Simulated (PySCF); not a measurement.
# Geometry relaxation of C$_{3}$H$_{8}$O$_{2}$Si

System: C$_{3}$H$_{8}$O$_{2}$Si, SMILES CC(=O)C[SiH2]O.
Method: PBE0-D3(BJ)/def2-SVP geometry optimisation, gas phase (PySCF 2.14.0).

It belongs to a series of runs on one base structure; here: H on C replaced by CH3.

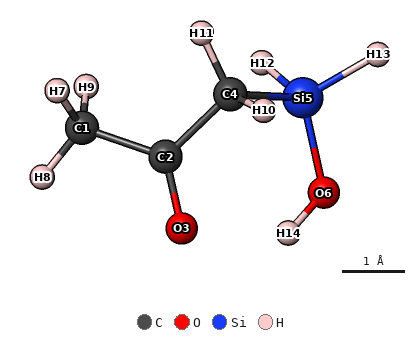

Figure 1. The input geometry (ball-and-stick view, seen at a tilt; atoms are numbered from 1 in the order of the input). Bond lengths as drawn: C–C 1.49 Å, C–H 1.06 to 1.12 Å, C–O 1.20 Å, C–Si 1.92 Å, H–O 0.97 Å, H–Si 1.44 to 1.46 Å and O–Si 1.61 Å.

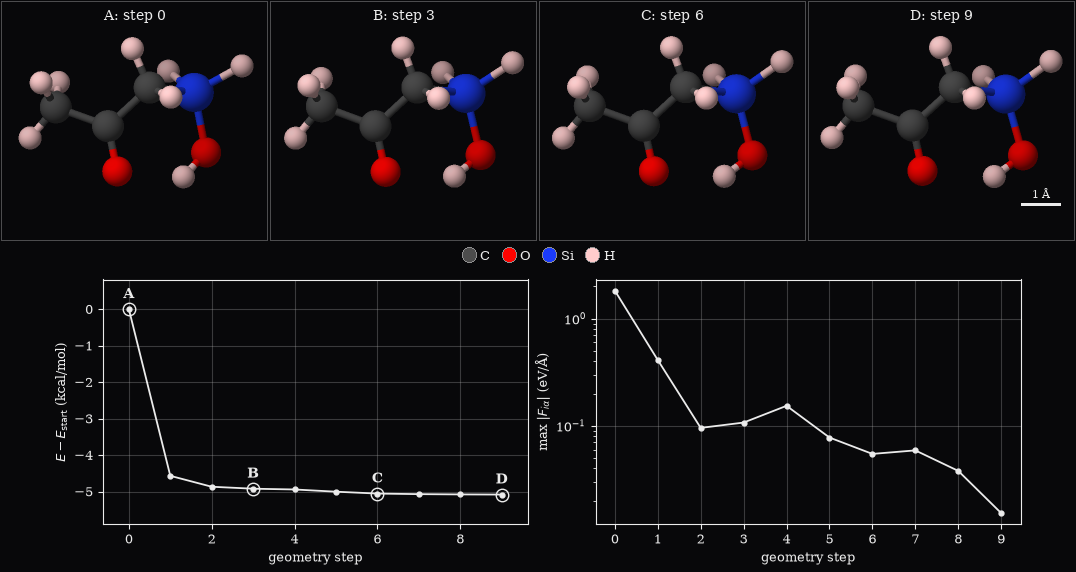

Figure 2. Frames of the relaxation (ball-and-stick view, seen at a tilt) above the curves, on which the letters mark them (steps are counted from 0).

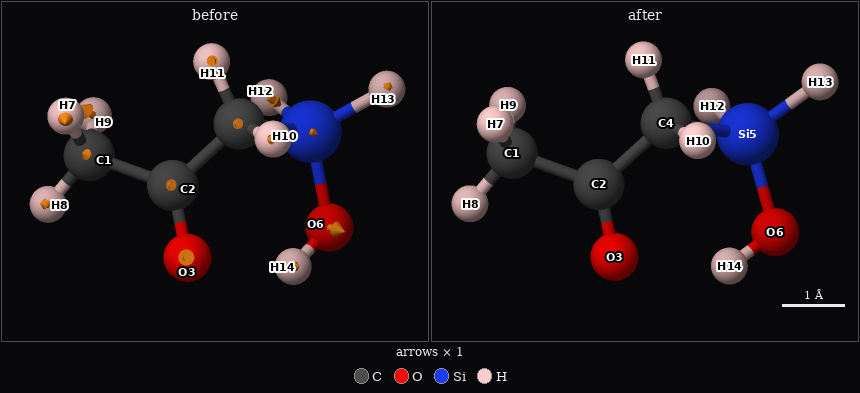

Figure 3. Before (left) and after (right) the relaxation, at one scale (ball-and-stick view, seen at a tilt). The orange arrows give the displacements, at true length. The energy falls by 5.08 kcal/mol in 9 geometry steps. Largest force component: 1.8 eV/Å at the start, 0.015 eV/Å at the end. The atom that moves furthest after the best rigid fit is H9 (0.38 Å). By element the largest moves are H 0.38 Å, O 0.35 Å, C 0.18 Å, Si 0.13 Å. Among the contacts that change: Si5–H12 1.444 → 1.497 Å, Si5–O6 1.606 → 1.656 Å, C1–H8 1.055 → 1.096 Å, C4–H10 1.072 → 1.104 Å. Among the angles that change: Si5–O6–H14 117.4° → 109.7°, Si5–C4–H10 109.2° → 104.8°, H12–Si5–H13 113.3° → 108.9°. (Atoms are counted from 1 in the order of the input.)

The input and output of the run follow.

### Input file
```
{"job": {"xc": "PBE0", "basis": "def2-SVP", "d3": "d3bj", "grid": 1, "shake": 0.01, "kind": "geom"}, "charge": 0, "multiplicity": 1}
C     -1.602960    -0.850130     1.285880
C     -0.203470    -0.341800     1.302070
O      0.687680    -1.014690     1.749320
C      0.087100     0.971110     0.651420
Si     1.029510     0.562770    -0.971340
O      2.191740    -0.469890    -0.568360
H     -2.253020    -0.128990     1.819530
H     -1.680260    -1.803490     1.732140
H     -1.967860    -0.866330     0.269050
H      0.716680     1.562710     1.286100
H     -0.867810     1.520430     0.476430
H      0.106880    -0.029860    -1.911130
H      1.637800     1.796190    -1.459310
H      2.110850    -0.923100     0.290610
```

The first line tells a small driver script what to run in PySCF; the rest is the geometry in Å.

Command:
```bash
OMP_NUM_THREADS=1 python <driver script> task.json out
```

### Output
```
step   0  E = -558.40589731  max force = 0.035495
step   1  E = -558.41317860  max force = 0.007986
step   2  E = -558.41365541  max force = 0.001857
step   3  E = -558.41374141  max force = 0.002082
step   4  E = -558.41377500  max force = 0.002984
step   5  E = -558.41387171  max force = 0.001509
step   6  E = -558.41395389  max force = 0.001061
step   7  E = -558.41397869  max force = 0.001145
step   8  E = -558.41399071  max force = 0.000737
step   9  E = -558.41399693  max force = 0.000297
optimisation converged
```

### Trajectory as extended XYZ (Å, eV, eV/Å), 10 frames, from step=0 to step=9
```
14
Properties=species:S:1:pos:R:3:forces:R:3 step=0 energy=-15194.99843
C    -1.6030   -0.8501    1.2859   -0.3849   1.8252   0.1298
C    -0.2035   -0.3418    1.3021   -0.3494   0.3627  -0.3420
O     0.6877   -1.0147    1.7493    1.1562  -0.8009   0.5863
C     0.0871    0.9711    0.6514   -1.5365  -0.3324  -0.8445
Si    1.0295    0.5628   -0.9713   -0.6260   1.0457   0.9312
O     2.1917   -0.4699   -0.5684    1.3716  -1.3007   0.5822
H    -2.2530   -0.1290    1.8195    0.0499  -0.1706  -0.0488
H    -1.6803   -1.8035    1.7321   -0.0122  -1.4405   0.6301
H    -1.9679   -0.8663    0.2691   -0.2587  -0.0928  -0.7395
H     0.7167    1.5627    1.2861    0.7605   0.5053   0.5364
H    -0.8678    1.5204    0.4764    0.5161  -0.0584  -0.0980
H     0.1069   -0.0299   -1.9111   -0.6912  -0.2547  -0.7202
H     1.6378    1.7962   -1.4593    0.1124   0.5129  -0.4091
H     2.1109   -0.9231    0.2906   -0.1081   0.1991  -0.1938
14
Properties=species:S:1:pos:R:3:forces:R:3 step=1 energy=-15195.19656
C    -1.6000   -0.9469    1.3844   -0.0467  -0.4107   0.0426
C    -0.1639   -0.5164    1.3525    0.1678  -0.0485   0.0324
O     0.7270   -1.2167    1.8043   -0.1394   0.0631  -0.1111
C     0.1569    0.7860    0.6845    0.3434   0.2032   0.1819
Si    1.2300    0.4442   -0.8518   -0.2258  -0.1482  -0.1403
O     2.4218   -0.6034   -0.3730   -0.0785   0.1104   0.0261
H    -2.2041   -0.2295    1.9549   -0.0574   0.0964   0.0624
H    -1.6834   -1.9525    1.8364    0.0154   0.2688  -0.1254
H    -2.0057   -0.9616    0.3575    0.0301   0.0025   0.0626
H     0.8008    1.3797    1.3663   -0.1382  -0.1322  -0.1224
H    -0.7279    1.3785    0.4250   -0.1206   0.0565  -0.0131
H     0.3102   -0.1345   -1.8889    0.1204  -0.0400   0.0272
H     1.7859    1.7092   -1.4099    0.0682  -0.0010   0.0958
H     2.1779   -1.0122    0.4783    0.0614  -0.0203  -0.0186
14
Properties=species:S:1:pos:R:3:forces:R:3 step=2 energy=-15195.20954
C    -1.6104   -0.9432    1.3963   -0.0541  -0.0081   0.0258
C    -0.1706   -0.5209    1.3349   -0.0048  -0.0955   0.0145
O     0.7165   -1.2421    1.7553    0.0159   0.0246  -0.0178
C     0.1531    0.7866    0.6771    0.0224   0.0764   0.0091
Si    1.2272    0.4379   -0.8566   -0.0179  -0.0495  -0.0616
O     2.4341   -0.5823   -0.3614   -0.0178   0.0535   0.0292
H    -2.1951   -0.2243    1.9921    0.0032   0.0057  -0.0098
H    -1.6915   -1.9469    1.8339    0.0128   0.0405  -0.0136
H    -2.0394   -0.9408    0.3810   -0.0049   0.0080   0.0039
H     0.7970    1.3702    1.3574   -0.0117  -0.0197  -0.0178
H    -0.7366    1.3830    0.4254    0.0072  -0.0098   0.0185
H     0.3482   -0.1620   -1.9110    0.0341  -0.0282   0.0247
H     1.7914    1.7080   -1.3927    0.0135   0.0202   0.0317
H     2.2018   -0.9992    0.4887    0.0021  -0.0183  -0.0368
14
Properties=species:S:1:pos:R:3:forces:R:3 step=3 energy=-15195.21188
C    -1.6267   -0.9319    1.4066    0.0442   0.0256   0.0365
C    -0.1782   -0.5388    1.3219    0.0381   0.1071  -0.0207
O     0.7139   -1.2636    1.7234   -0.0941  -0.0886   0.0217
C     0.1482    0.7723    0.6692   -0.0920  -0.0145  -0.1037
Si    1.2348    0.4347   -0.8601    0.0438   0.0457   0.0241
O     2.4597   -0.5562   -0.3542    0.0331   0.0051   0.0360
H    -2.1851   -0.2007    2.0141    0.0305  -0.0173  -0.0170
H    -1.7193   -1.9316    1.8426   -0.0227  -0.0731   0.0333
H    -2.0740   -0.9168    0.3999    0.0010   0.0019  -0.0125
H     0.7891    1.3526    1.3509    0.0382   0.0241   0.0355
H    -0.7449    1.3665    0.4229    0.0364   0.0057   0.0040
H     0.3935   -0.1867   -1.9288   -0.0190  -0.0152   0.0059
H     1.7875    1.7209   -1.3708   -0.0146   0.0043  -0.0136
H     2.2271   -0.9967    0.4830   -0.0230  -0.0109  -0.0294
14
Properties=species:S:1:pos:R:3:forces:R:3 step=4 energy=-15195.21279
C    -1.6435   -0.9252    1.4197    0.0105   0.1535  -0.0468
C    -0.1923   -0.5489    1.3050   -0.0587  -0.0119   0.0633
O     0.6820   -1.2993    1.6973    0.0883   0.0282  -0.0553
C     0.1464    0.7637    0.6551   -0.0877  -0.1510  -0.0993
Si    1.2523    0.4371   -0.8637    0.0437   0.0932   0.0726
O     2.4870   -0.5319   -0.3422    0.0629  -0.0198   0.0508
H    -2.1764   -0.1853    2.0386   -0.0004  -0.0117  -0.0077
H    -1.7402   -1.9228    1.8583   -0.0051  -0.0817   0.0355
H    -2.1121   -0.9026    0.4232   -0.0189  -0.0024  -0.0152
H     0.7855    1.3392    1.3417    0.0436   0.0331   0.0615
H    -0.7437    1.3616    0.4091    0.0248   0.0129  -0.0016
H     0.4434   -0.2011   -1.9454   -0.0446  -0.0002  -0.0093
H     1.7942    1.7371   -1.3526   -0.0251  -0.0177  -0.0412
H     2.2429   -0.9980    0.4766   -0.0333  -0.0244  -0.0074
14
Properties=species:S:1:pos:R:3:forces:R:3 step=5 energy=-15195.21542
C    -1.6478   -0.9211    1.4198    0.0090   0.0689  -0.0125
C    -0.1960   -0.5521    1.2945   -0.0613  -0.0050  -0.0024
O     0.6800   -1.3088    1.6707    0.0567  -0.0042  -0.0008
C     0.1435    0.7612    0.6481   -0.0398  -0.0776  -0.0237
Si    1.2633    0.4393   -0.8584    0.0465   0.0218   0.0448
O     2.4932   -0.5278   -0.3199    0.0691   0.0337  -0.0212
H    -2.1695   -0.1821    2.0482   -0.0121  -0.0011   0.0020
H    -1.7466   -1.9224    1.8544   -0.0008  -0.0195   0.0069
H    -2.1268   -0.8897    0.4280   -0.0038  -0.0018  -0.0047
H     0.7810    1.3344    1.3409    0.0046   0.0138   0.0319
H    -0.7432    1.3622    0.3995    0.0091   0.0108   0.0024
H     0.4610   -0.2044   -1.9433   -0.0271   0.0072  -0.0081
H     1.8026    1.7393   -1.3491   -0.0090  -0.0189  -0.0318
H     2.2308   -1.0040    0.4872   -0.0411  -0.0281   0.0173
14
Properties=species:S:1:pos:R:3:forces:R:3 step=6 energy=-15195.21766
C    -1.6685   -0.9059    1.4210   -0.0010  -0.0546   0.0336
C    -0.2121   -0.5669    1.2751   -0.0071   0.0067  -0.0486
O     0.6591   -1.3397    1.6304   -0.0107  -0.0177   0.0173
C     0.1394    0.7458    0.6359    0.0544   0.0351   0.0309
Si    1.2941    0.4412   -0.8475   -0.0238  -0.0402   0.0096
O     2.5302   -0.5048   -0.2835    0.0285   0.0386  -0.0146
H    -2.1642   -0.1609    2.0632   -0.0078   0.0027   0.0024
H    -1.7816   -1.9098    1.8519   -0.0003   0.0467  -0.0223
H    -2.1639   -0.8581    0.4376    0.0105  -0.0016   0.0040
H     0.7663    1.3149    1.3455   -0.0427  -0.0135  -0.0041
H    -0.7410    1.3524    0.3796    0.0004   0.0092  -0.0057
H     0.5120   -0.2165   -1.9415    0.0034   0.0077   0.0041
H     1.8187    1.7447   -1.3416    0.0133  -0.0065  -0.0108
H     2.2370   -1.0124    0.4944   -0.0171  -0.0128   0.0041
14
Properties=species:S:1:pos:R:3:forces:R:3 step=7 energy=-15195.21833
C    -1.6856   -0.8943    1.4202   -0.0030  -0.0438   0.0175
C    -0.2265   -0.5763    1.2564   -0.0054  -0.0028  -0.0215
O     0.6367   -1.3645    1.5974   -0.0121  -0.0075   0.0096
C     0.1378    0.7379    0.6268    0.0589   0.0463   0.0356
Si    1.3172    0.4401   -0.8376   -0.0237  -0.0319  -0.0044
O     2.5568   -0.4878   -0.2509    0.0080   0.0200  -0.0108
H    -2.1616   -0.1460    2.0736   -0.0039   0.0050  -0.0003
H    -1.8084   -1.8985    1.8465    0.0015   0.0322  -0.0160
H    -2.1932   -0.8331    0.4440    0.0059  -0.0011   0.0010
H     0.7529    1.3015    1.3512   -0.0352  -0.0118  -0.0055
H    -0.7365    1.3501    0.3632   -0.0081   0.0005  -0.0094
H     0.5558   -0.2293   -1.9394    0.0046   0.0034   0.0063
H     1.8377    1.7446   -1.3328    0.0138  -0.0038  -0.0032
H     2.2425   -1.0204    0.5020   -0.0013  -0.0046   0.0010
14
Properties=species:S:1:pos:R:3:forces:R:3 step=8 energy=-15195.21866
C    -1.6944   -0.8877    1.4133   -0.0040  -0.0149   0.0022
C    -0.2336   -0.5773    1.2515    0.0061  -0.0135  -0.0036
O     0.6244   -1.3717    1.5916   -0.0133   0.0051  -0.0025
C     0.1399    0.7376    0.6276    0.0346   0.0379   0.0200
Si    1.3275    0.4364   -0.8296   -0.0145  -0.0094  -0.0095
O     2.5691   -0.4847   -0.2364   -0.0118  -0.0024   0.0088
H    -2.1679   -0.1384    2.0674   -0.0003   0.0038  -0.0034
H    -1.8231   -1.8916    1.8365    0.0001   0.0059  -0.0030
H    -2.1998   -0.8220    0.4363    0.0013   0.0001  -0.0013
H     0.7457    1.2989    1.3608   -0.0117  -0.0049  -0.0030
H    -0.7311    1.3518    0.3570   -0.0064  -0.0059  -0.0092
H     0.5692   -0.2375   -1.9305    0.0024  -0.0044   0.0064
H     1.8512    1.7369   -1.3323    0.0070  -0.0006   0.0045
H     2.2484   -1.0266    0.5074    0.0106   0.0031  -0.0064
14
Properties=species:S:1:pos:R:3:forces:R:3 step=9 energy=-15195.21883
C    -1.7022   -0.8811    1.4017   -0.0019   0.0153  -0.0109
C    -0.2394   -0.5754    1.2487    0.0078  -0.0118   0.0094
O     0.6130   -1.3748    1.5909   -0.0049   0.0086  -0.0055
C     0.1439    0.7405    0.6311   -0.0070   0.0114   0.0045
Si    1.3356    0.4307   -0.8203    0.0057   0.0086  -0.0070
O     2.5768   -0.4874   -0.2217   -0.0137  -0.0113   0.0120
H    -2.1773   -0.1309    2.0537    0.0009   0.0012  -0.0045
H    -1.8367   -1.8847    1.8222   -0.0016  -0.0134   0.0064
H    -2.2009   -0.8124    0.4216   -0.0024  -0.0001  -0.0028
H     0.7414    1.3000    1.3713    0.0104   0.0013   0.0010
H    -0.7242    1.3556    0.3523   -0.0013  -0.0068  -0.0050
H     0.5764   -0.2482   -1.9173   -0.0003  -0.0074   0.0025
H     1.8656    1.7256   -1.3311   -0.0005   0.0000   0.0055
H     2.2535   -1.0337    0.5174    0.0088   0.0044  -0.0056
```

### Results in brief

```tsv
quantity	value
outcome	converged
total energy	−558.413997 hartree
dipole moment	3.72 D
point group	C1
hardware	1 CPU thread, shared host
wall time	62 s
peak memory	0.51 GiB
```
